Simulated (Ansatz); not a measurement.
**CH4BrFOSi: rotation by 120° about the C2–Si4 bond**

How high is the barrier for the rotation by 120° about the C2–Si4 bond? Relax the two ends, then run a nudged elastic band between them. SMILES of the start: OC(Br)[SiH2]F.

Program: Ansatz 0.2.0. Level of theory: RKS PBE-D4/def2-SVP. These are calculated values, not measurements.

## 1. Starting point

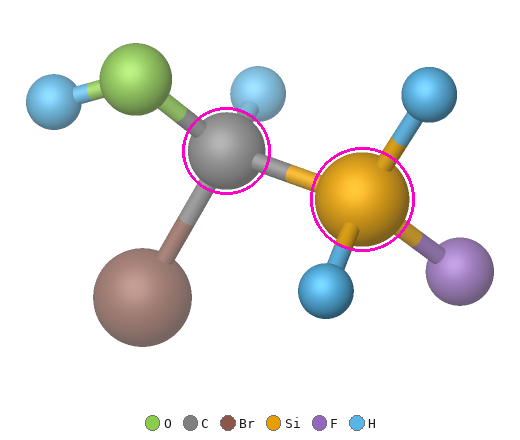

The starting structure, seen from a chosen angle (oxygen green, carbon grey, bromine brown, silicon amber, fluorine purple, hydrogen blue). Ringed: C2, Si4.

Coordinates:

```xyz
9

O     0.4572    1.6525   -0.3672
C     0.4872    0.2667   -0.3574
Br    0.0661   -0.3320   -2.1966
Si   -0.5096   -0.6615    0.8375
F    -0.2203   -2.2434    0.7422
H     0.5746    1.9649   -1.3065
H     1.5686    0.0107   -0.1953
H    -1.9962   -0.4907    0.5420
H    -0.3391   -0.2134    2.2843
```

## 2. Relaxing end A

Input file input.yaml:

```yaml
crystal:
  periodic: [false, false, false]
  atoms:
    - { symbol: O, position_ang: [0.4572, 1.6525, -0.3672] }
    - { symbol: C, position_ang: [0.4872, 0.2667, -0.3574] }
    - { symbol: Br, position_ang: [0.0661, -0.332, -2.1966] }
    - { symbol: Si, position_ang: [-0.5096, -0.6615, 0.8375] }
    - { symbol: F, position_ang: [-0.2203, -2.2434, 0.7422] }
    - { symbol: H, position_ang: [0.5746, 1.9649, -1.3065] }
    - { symbol: H, position_ang: [1.5686, 0.0107, -0.1953] }
    - { symbol: H, position_ang: [-1.9962, -0.4907, 0.542] }
    - { symbol: H, position_ang: [-0.3391, -0.2134, 2.2843] }
basis:
  gaussian: { orbitals: def2-SVP }
hamiltonian:
  xc: pbe
  dispersion: d4
relax:
  f_tol: 0.015
  max_steps: 40
```

On the command line:

```
ansatz run input.yaml --threads 2 --pin off --max-ram 3072MiB --backend cpu --events-out ev --progress --plain --runs-dir out
```

The log of the run, cut to the lines that bear on the results:

```text
Warning: RAYON_NUM_THREADS=2 ignored (pool sized by the plan → 2); use --threads N
[...]
Functional definition: PBE
[...]
1222 factors; their error is unknown
[...]
mean field -83754.44276904 eV, -3077.9190009618 hartree, gradient 2.6e-5 eV, S^2 0.000000; 0 other end points of the search recorded, 0 dependent functions left out
[...]
reference -83754.44280179 eV, -3077.9190021653 hartree; 38, 38 occupied and 74, 74 virtual orbitals, 1222 factors
relax step   1: F+E_penalty+E_count = -83754.65507039 eV  Δ(F+E_penalty+E_count) = +0.000e0 eV  max|allowed force component| = 2.863e0 eV/Å  Δτ_max = 0.0000 Å  (27 SCF iters, accepted)
[...]
Atom 1 at     0.496379     0.263689    -0.440628 Å, force    -0.004788     0.004336     0.000013 eV/Å
Atom 2 at     0.029838    -0.561086    -2.248637 Å, force     0.003095     0.000033     0.002500 eV/Å
Atom 3 at    -0.578453    -0.649784     0.844503 Å, force    -0.003376     0.000509     0.001458 eV/Å
Atom 4 at    -0.177798    -2.236385     0.816353 Å, force     0.001965    -0.003565    -0.000123 eV/Å
Atom 5 at     0.816099     2.103441    -0.949669 Å, force     0.000231     0.000757    -0.000282 eV/Å
Atom 6 at     1.580200     0.026361    -0.367222 Å, force    -0.000672    -0.002841    -0.001940 eV/Å
Atom 7 at    -2.021222    -0.476425     0.492626 Å, force     0.001615     0.000976     0.000365 eV/Å
Atom 8 at    -0.255595    -0.121969     2.212776 Å, force     0.000733     0.000602    -0.002350 eV/Å
Dipole moment:     0.283157     0.460736     0.130062 e Å
```

Wall time 22 s (2 threads of Intel Xeon Platinum 8488C (Sapphire Rapids), shared host); peak memory 0.21 GiB.

Step by step:

```csv
step,energy from step 1 (eV),largest force component (eV/Å)
1,0.0000,2.8629
2,-0.3572,1.0584
3,-0.4440,1.2105
4,-0.4896,0.4670
5,-0.5053,0.2337
6,-0.5064,0.2517
7,-0.5095,0.0626
8,-0.5097,0.0348
9,-0.5098,0.0048
```

Step 1 is the start.

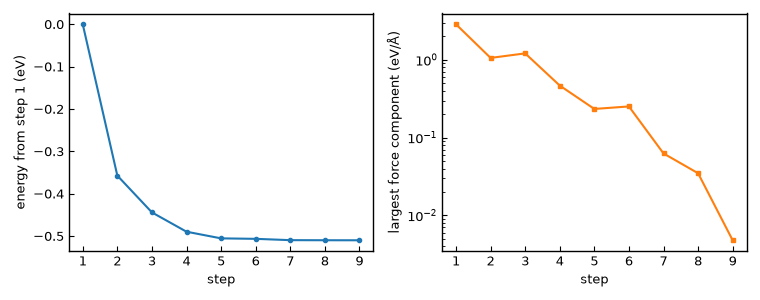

How energy and force went from step to step.

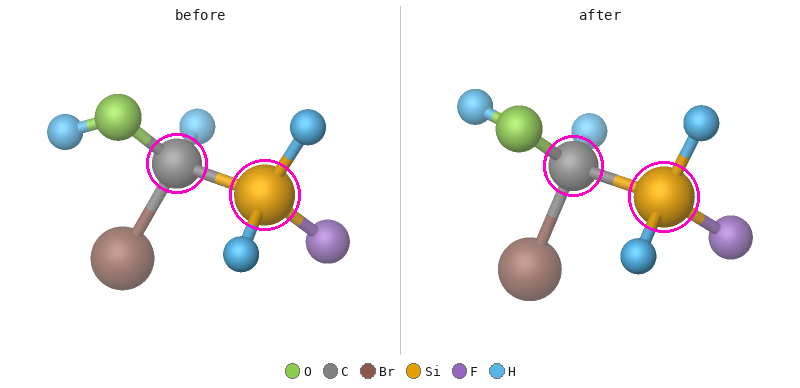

The structure before (left) and after (right), drawn at the same scale.

After: Bond lengths: O1–C2 1.376 Å, C2–Br3 2.041 Å, C2–Si4 1.908 Å, Si4–F5 1.637 Å, O1–H6 0.978 Å, C2–H7 1.112 Å, Si4–H8 1.495 Å, Si4–H9 1.502 Å. Angles: O1–C2–Br3 112.7°, O1–C2–Si4 108.3°, O1–C2–H7 114.6°, Br3–C2–Si4 105.9°, Br3–C2–H7 101.2°, Si4–C2–H7 113.7°, C2–O1–H6 109.4°, C2–Si4–F5 108.3°, C2–Si4–H8 109.2°, C2–Si4–H9 108.9°, F5–Si4–H8 110.2°, F5–Si4–H9 107.7°, H8–Si4–H9 112.4°.

## 3. End point B

The second end starts from a geometry with the move made by hand.

Input file input.yaml:

```yaml
crystal:
  periodic: [false, false, false]
  atoms:
    - { symbol: O, position_ang: [0.4572, 1.6525, -0.3672] }
    - { symbol: C, position_ang: [0.4872, 0.2667, -0.3574] }
    - { symbol: Br, position_ang: [0.0661, -0.332, -2.1966] }
    - { symbol: Si, position_ang: [-0.5096, -0.6615, 0.8375] }
    - { symbol: F, position_ang: [-0.19405, -0.20285, 2.3492] }
    - { symbol: H, position_ang: [0.5746, 1.9649, -1.3065] }
    - { symbol: H, position_ang: [1.5686, 0.0107, -0.1953] }
    - { symbol: H, position_ang: [-0.17463, -2.14819, 0.77404] }
    - { symbol: H, position_ang: [-2.01317, -0.58357, 0.60022] }
basis:
  gaussian: { orbitals: def2-SVP }
hamiltonian:
  xc: pbe
  dispersion: d4
relax:
  f_tol: 0.015
  max_steps: 40
```

On the command line:

```
ansatz run input.yaml --threads 2 --pin off --max-ram 3072MiB --backend cpu --events-out ev --progress --plain --runs-dir out
```

The log of the run, cut to the lines that bear on the results:

```text
Warning: RAYON_NUM_THREADS=2 ignored (pool sized by the plan → 2); use --threads N
[...]
Functional definition: PBE
[...]
1222 factors; their error is unknown
[...]
mean field -83754.49581474 eV, -3077.9209503555 hartree, gradient 2.6e-5 eV, S^2 0.000000; 0 other end points of the search recorded, 0 dependent functions left out
[...]
reference -83754.49584769 eV, -3077.9209515662 hartree; 38, 38 occupied and 74, 74 virtual orbitals, 1222 factors
[...]
Atom 4 at    -0.218129    -0.171035     2.354699 Å, force    -0.000520    -0.000302     0.006724 eV/Å
Atom 5 at     0.815461     2.111826    -0.984452 Å, force     0.005213    -0.001932     0.002465 eV/Å
Atom 6 at     1.606764     0.077080    -0.390494 Å, force    -0.002615     0.001472    -0.003736 eV/Å
Atom 7 at    -0.111529    -2.138344     0.752141 Å, force     0.003066     0.002180    -0.000826 eV/Å
Atom 8 at    -1.972787    -0.466190     0.531785 Å, force    -0.001938    -0.000439     0.002113 eV/Å
Dipole moment:     0.335705     0.198534    -0.128937 e Å
```

It took 17 s on 2 threads of Intel Xeon Platinum 8488C (Sapphire Rapids), shared host; peak memory 0.21 GiB.

Relaxation path:

```csv
step,energy from step 1 (eV),largest force component (eV/Å)
1,0.0000,2.4670
2,-0.3482,1.0673
3,-0.4194,1.6694
4,-0.4999,0.7403
5,-0.5087,0.5597
6,-0.5267,0.1600
7,-0.5294,0.0401
8x,-0.5287,0.1259
9,-0.5297,0.0068
```

Step 1 is the start. 1 step was tried and not accepted (marked x).

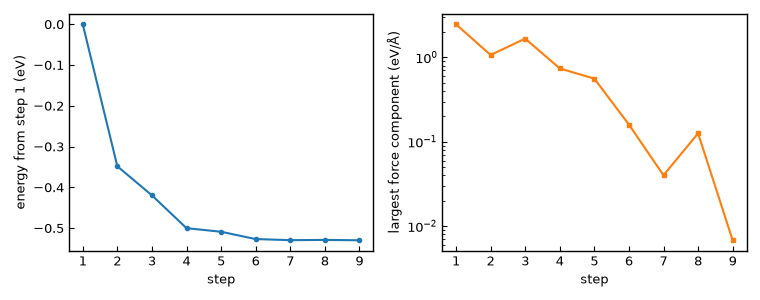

How energy and force went from step to step.

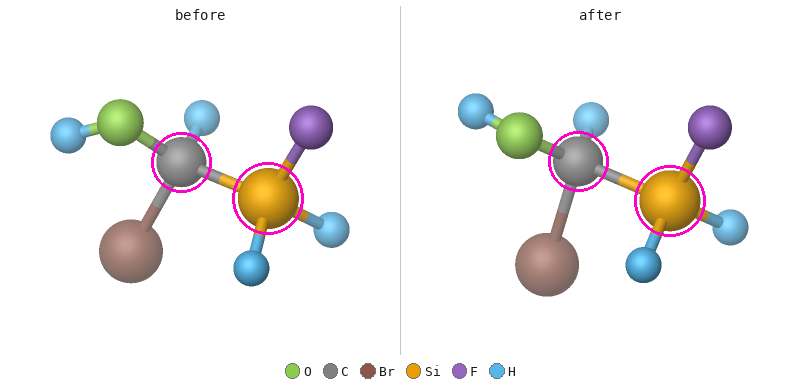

Before and after, at one scale.

After: Bond lengths: O1–C2 1.366 Å, C2–Br3 2.073 Å, C2–Si4 1.904 Å, Si4–F5 1.643 Å, O1–H6 0.978 Å, C2–H7 1.111 Å, Si4–H8 1.495 Å, Si4–H9 1.494 Å. Angles: O1–C2–Br3 112.9°, O1–C2–Si4 112.5°, O1–C2–H7 114.9°, Br3–C2–Si4 98.8°, Br3–C2–H7 100.6°, Si4–C2–H7 115.3°, C2–O1–H6 109.6°, C2–Si4–F5 109.1°, C2–Si4–H8 108.5°, C2–Si4–H9 108.5°, F5–Si4–H8 107.9°, F5–Si4–H9 108.5°, H8–Si4–H9 114.3°.

## 4. Nudged elastic band

crystal.atoms is end A as relaxed above, and neb.final_atoms is end B, turned to lie on A. With 5 inner images the band has 7 in all. The start path is listed, through a guess of the saddle.

Input file input.yaml:

```yaml
crystal:
  periodic: [false, false, false]
  atoms:
    - { symbol: O, position_ang: [0.199053, 1.605957, -0.377102] }
    - { symbol: C, position_ang: [0.496379, 0.263689, -0.440628] }
    - { symbol: Br, position_ang: [0.029838, -0.561086, -2.248637] }
    - { symbol: Si, position_ang: [-0.578453, -0.649784, 0.844503] }
    - { symbol: F, position_ang: [-0.177798, -2.236385, 0.816353] }
    - { symbol: H, position_ang: [0.816099, 2.103441, -0.949669] }
    - { symbol: H, position_ang: [1.5802, 0.026361, -0.367222] }
    - { symbol: H, position_ang: [-2.021222, -0.476425, 0.492626] }
    - { symbol: H, position_ang: [-0.255595, -0.121969, 2.212776] }
basis:
  gaussian: { orbitals: def2-SVP }
hamiltonian:
  xc: pbe
  dispersion: d4
neb:
  order_check: false
  images: 5
  f_tol: 0.03
  max_iterations: 60
  final_atoms:
    - { symbol: O, position_ang: [0.99368662, 1.36958996, -0.01806952] }
    - { symbol: C, position_ang: [0.42210519, 0.23776878, -0.52731532] }
    - { symbol: Br, position_ang: [-1.11066547, 0.63945077, -1.86390409] }
    - { symbol: Si, position_ang: [-0.57372767, -0.72565478, 0.77847559] }
    - { symbol: F, position_ang: [0.44501894, -1.23225848, 1.96447127] }
    - { symbol: H, position_ang: [1.56211123, 1.78371604, -0.69742552] }
    - { symbol: H, position_ang: [1.09190466, -0.37985144, -1.16327891] }
    - { symbol: H, position_ang: [-1.16095816, -1.93693591, 0.12759139] }
    - { symbol: H, position_ang: [-1.58097434, 0.19797405, 1.38245512] }
  initial_path:
    images:
      - { positions_ang: [[0.199053, 1.605957, -0.377102], [0.496379, 0.263689, -0.440628], [0.029838, -0.561086, -2.248637], [-0.578453, -0.649784, 0.844503], [-0.177798, -2.236385, 0.816353], [0.816099, 2.103441, -0.949669], [1.5802, 0.026361, -0.367222], [-2.021222, -0.476425, 0.492626], [-0.255595, -0.121969, 2.212776]] }
      - { positions_ang: [[0.4341263, 1.57004304, -0.31310611], [0.48086427, 0.24637414, -0.43704983], [-0.16360045, -0.28444545, -2.2114566], [-0.55791097, -0.65681712, 0.83730112], [-0.02866234, -2.14661829, 1.00005677], [0.84804849, 2.06905695, -0.98185675], [1.51377461, -0.10866366, -0.45934892], [-1.95372679, -0.71552038, 0.4032278], [-0.48441212, -0.01961023, 2.14523253]] }
      - { positions_ang: [[0.66919961, 1.53412907, -0.24911023], [0.46534953, 0.22905927, -0.43347166], [-0.35703891, -0.0078049, -2.1742762], [-0.53736894, -0.66385023, 0.83009923], [0.12047332, -2.05685158, 1.18376053], [0.87999799, 2.0346729, -1.0140445], [1.44734922, -0.24368833, -0.55147584], [-1.88623158, -0.95461575, 0.3138296], [-0.71322925, 0.08274854, 2.07768907]] }
      - { positions_ang: [[0.90427291, 1.49821511, -0.18511434], [0.4498348, 0.21174441, -0.42989349], [-0.55047736, 0.26883565, -2.1370958], [-0.5168269, -0.67088335, 0.82289735], [0.26960898, -1.96708486, 1.3674643], [0.91194748, 2.00028885, -1.04623226], [1.38092383, -0.37871299, -0.64360276], [-1.81873637, -1.19371113, 0.2244314], [-0.94204637, 0.18510732, 2.0101456]] }
      - { positions_ang: [[0.93407748, 1.45534006, -0.12943273], [0.4405916, 0.2204192, -0.46236743], [-0.73720673, 0.39237402, -2.0460319], [-0.53579382, -0.68914049, 0.80809009], [0.32807896, -1.72214274, 1.56646662], [1.12866873, 1.92809791, -0.92996334], [1.28458411, -0.37909247, -0.81682815], [-1.59947696, -1.44145272, 0.1921514], [-1.15502236, 0.18939623, 1.80091544]] }
      - { positions_ang: [[0.96388205, 1.41246501, -0.07375112], [0.43134839, 0.22909399, -0.49484138], [-0.9239361, 0.5159124, -1.95496799], [-0.55476075, -0.70739763, 0.79328284], [0.38654895, -1.47720061, 1.76546895], [1.34538998, 1.85590698, -0.81369443], [1.18824438, -0.37947195, -0.99005353], [-1.38021756, -1.68919432, 0.15987139], [-1.36799835, 0.19368514, 1.59168528]] }
      - { positions_ang: [[0.99368662, 1.36958996, -0.01806952], [0.42210519, 0.23776878, -0.52731532], [-1.11066547, 0.63945077, -1.86390409], [-0.57372767, -0.72565478, 0.77847559], [0.44501894, -1.23225848, 1.96447127], [1.56211123, 1.78371604, -0.69742552], [1.09190466, -0.37985144, -1.16327891], [-1.16095816, -1.93693591, 0.12759139], [-1.58097434, 0.19797405, 1.38245512]] }
```

On the command line:

```
ansatz run input.yaml --threads 2 --pin off --max-ram 3072MiB --backend cpu --events-out ev --progress --plain --runs-dir out
```

The log of the run, cut to the lines that bear on the results:

```text
Warning: RAYON_NUM_THREADS=2 ignored (pool sized by the plan → 2); use --threads N
[...]
Functional definition: PBE
[...]
1222 factors; their error is unknown
[...]
mean field -83754.95298116 eV, -3077.9377509115 hartree, gradient 2.3e-5 eV, S^2 0.000000; 0 other end points of the search recorded, 0 dependent functions left out
[...]
reference -83754.95301438 eV, -3077.9377521323 hartree; 38, 38 occupied and 74, 74 virtual orbitals, 1222 factors
[...]
reference -83754.66223296 eV, -3077.9270661123 hartree; 38, 38 occupied and 74, 74 virtual orbitals, 1222 factors
NEB iter   1: max|band force component| = 3.328e0 eV/Å  barrier→ = 0.6248 eV  barrier← = 0.6949 eV  Δτ_max = 0.1631 Å  (190 SCF iters)
[...]
NEB iter   2: max|band force component| = 1.458e0 eV/Å  barrier→ = 0.2429 eV  barrier← = 0.3131 eV  Δτ_max = 0.1971 Å  (149 SCF iters)
[...]
NEB iter   3: max|band force component| = 7.734e-1 eV/Å  barrier→ = 0.1226 eV  barrier← = 0.1927 eV  Δτ_max = 0.0657 Å  (158 SCF iters)
[...]
1222 factors; their error is unknown
```

## 5. The output, continued: band between the two ends

Output, continued, cut to the lines that bear on the results:

```text
mean field -83754.92978563 eV, -3077.9368984914 hartree, gradient 1.9e-5 eV, S^2 0.000000; 0 other end points of the search recorded, 0 dependent functions left out
[...]
reference -83754.92981909 eV, -3077.9368997210 hartree; 38, 38 occupied and 74, 74 virtual orbitals, 1222 factors
[...]
1222 factors; their error is unknown
[...]
Atom 5 at     1.239964     1.972433    -0.764168 Å, force     0.010403     0.002228    -0.012964 eV/Å
Atom 6 at     1.357166    -0.306850    -0.749940 Å, force     0.002335    -0.002266     0.002085 eV/Å
Atom 7 at    -1.883252    -1.225208     0.302446 Å, force    -0.002891    -0.001314    -0.003725 eV/Å
Atom 8 at    -0.801658     0.256629     1.988542 Å, force    -0.002526     0.002452     0.001415 eV/Å
Dipole moment:     0.259969     0.251388     0.029048 e Å
this run last wrote the band of iteration 7 to <dir>
```

Run time: 56 s. Hardware: 2 threads of Intel Xeon Platinum 8488C (Sapphire Rapids), shared host; peak memory 0.19 GiB.

## 6. The band, image by image

Images 0 and 6 are the ends. Energies count from image 0; the path length is the program's own measure over all atoms.

| image | path (Å) | energy (eV) | dihedral Br3–C2–Si4–F5 (°) | band force (eV/Å) |
| --- | --- | --- | --- | --- |
| 0 | 0.000 | 0.0000 | 61 | - |
| 1 | 0.607 | 0.0211 | 79 | 0.006 |
| 2 | 1.215 | 0.0637 | 97 | 0.015 |
| 3* | 1.822 | 0.0850 | 115 | 0.024 |
| 4 | 2.520 | 0.0499 | 137 | 0.014 |
| 5 | 3.218 | -0.0253 | 158 | 0.005 |
| 6 | 3.917 | -0.0701 | 178 | - |

The star marks the climbing image.

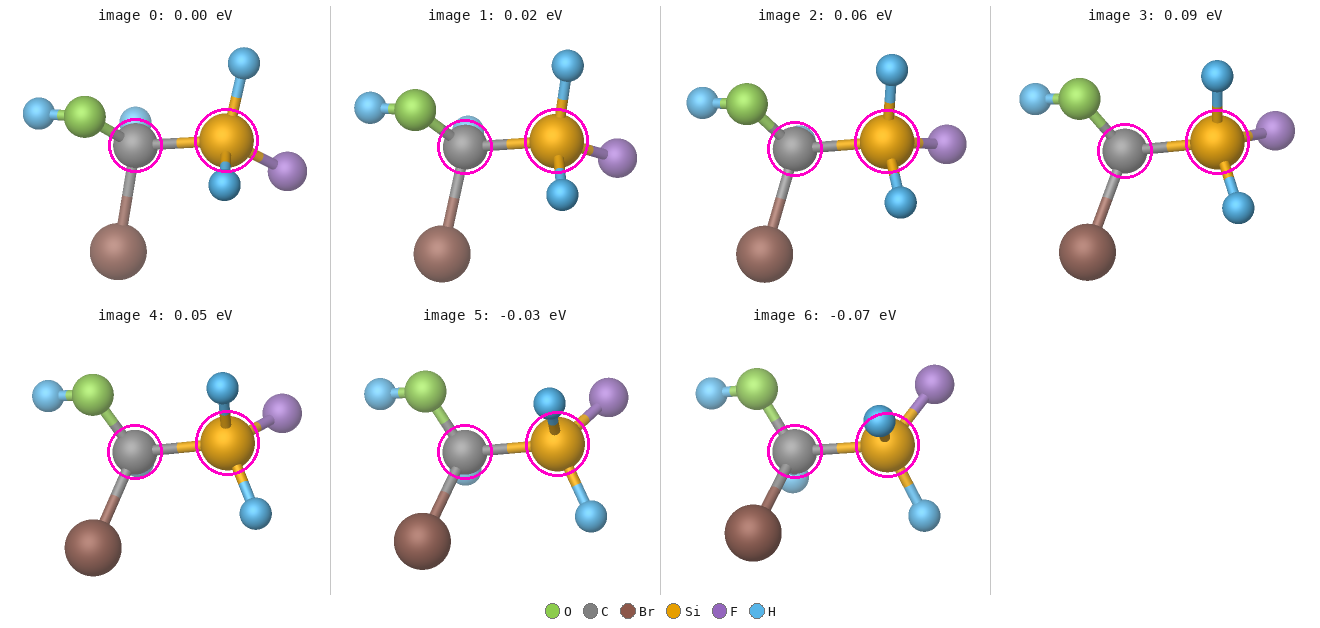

The images of the last band, seen from a chosen angle. Ringed: C2, Si4. Sticks join atoms closer than a bonding distance in each image.

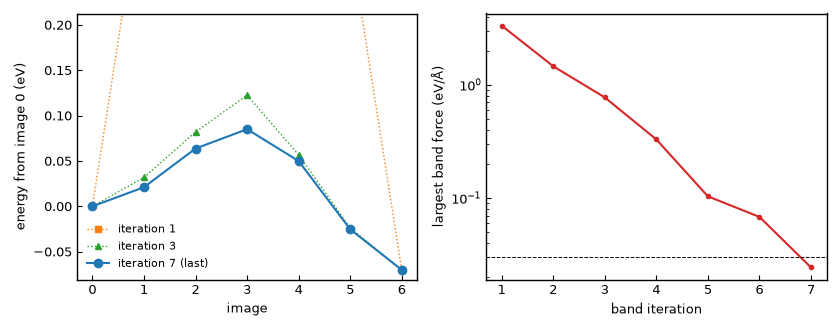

Left: energy of each image for early iterations and the last one (lines only join the points; early values far above the last band run off the scale). Right: the largest band force by iteration, with the threshold dashed.

The top of the band by iteration:

```csv
iteration,highest image above image 0 (eV),largest band force (eV/Å)
1,0.6248,3.328
2,0.2429,1.458
3,0.1226,0.773
4,0.0926,0.329
5,0.0862,0.104
6,0.0853,0.068
7,0.0850,0.024
```

The band as a trajectory file:

```xyz
9
image=0 dE=0.0000
O     0.199    1.606   -0.377
C     0.496    0.264   -0.441
Br    0.030   -0.561   -2.249
Si   -0.578   -0.650    0.845
F    -0.178   -2.236    0.816
H     0.816    2.103   -0.950
H     1.580    0.026   -0.367
H    -2.021   -0.476    0.493
H    -0.256   -0.122    2.213
9
image=1 dE=0.0211
O     0.334    1.618   -0.298
C     0.471    0.260   -0.461
Br   -0.183   -0.385   -2.287
Si   -0.592   -0.654    0.840
F     0.022   -2.167    0.981
H     0.969    2.077   -0.883
H     1.522   -0.103   -0.476
H    -2.019   -0.731    0.403
H    -0.435    0.038    2.163
9
image=2 dE=0.0637
O     0.468    1.601   -0.221
C     0.444    0.252   -0.488
Br   -0.383   -0.170   -2.310
Si   -0.599   -0.663    0.836
F     0.191   -2.065    1.157
H     1.110    2.033   -0.819
H     1.448   -0.214   -0.602
H    -1.973   -0.987    0.343
H    -0.618    0.167    2.086
9
image=3 dE=0.0850
O     0.607    1.555   -0.147
C     0.419    0.243   -0.516
Br   -0.581    0.070   -2.291
Si   -0.599   -0.675    0.831
F     0.329   -1.935    1.329
H     1.240    1.972   -0.764
H     1.357   -0.307   -0.750
H    -1.883   -1.225    0.302
H    -0.802    0.257    1.989
9
image=4 dE=0.0499
O     0.731    1.493   -0.082
C     0.408    0.234   -0.533
Br   -0.770    0.289   -2.207
Si   -0.591   -0.694    0.815
F     0.453   -1.726    1.554
H     1.346    1.913   -0.716
H     1.277   -0.357   -0.895
H    -1.696   -1.509    0.227
H    -1.068    0.311    1.818
9
image=5 dE=-0.0253
O     0.856    1.429   -0.036
C     0.413    0.230   -0.535
Br   -0.953    0.472   -2.055
Si   -0.580   -0.713    0.795
F     0.491   -1.485    1.774
H     1.446    1.854   -0.691
H     1.195   -0.378   -1.039
H    -1.449   -1.751    0.165
H    -1.332    0.296    1.605
9
image=6 dE=-0.0701
O     0.994    1.370   -0.018
C     0.422    0.238   -0.527
Br   -1.111    0.639   -1.864
Si   -0.574   -0.726    0.778
F     0.445   -1.232    1.964
H     1.562    1.784   -0.697
H     1.092   -0.380   -1.163
H    -1.161   -1.937    0.128
H    -1.581    0.198    1.382
```

(Part 1 of 2 ends here.)
